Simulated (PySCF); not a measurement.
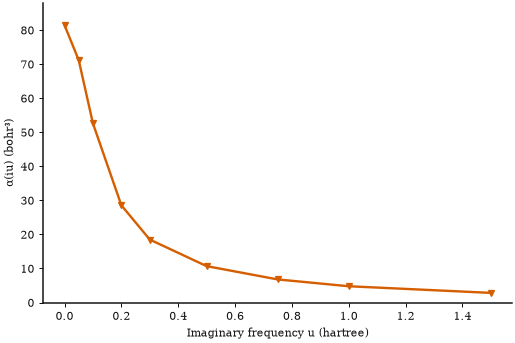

Dipole polarisability at imaginary frequency of an atom or ion with 52 electrons in the configuration [Kr] 4d¹⁰ 5s² 5p³ 6s. Coupled response at the PBE0 level; PySCF, x2c-TZVPPall plus 1 diffuse shell for each l, spin-free X2C-1e, unrestricted single determinants, no spin-orbit coupling.

> Which species is it, and what does the curve give?

Xe²⁺. The static dipole polarisability is 81.5 bohr³; α(iu) falls to half of it near u = 0.14 hartree. The Casimir–Polder integral gives C₆ = 750 hartree bohr⁶ for two such species.
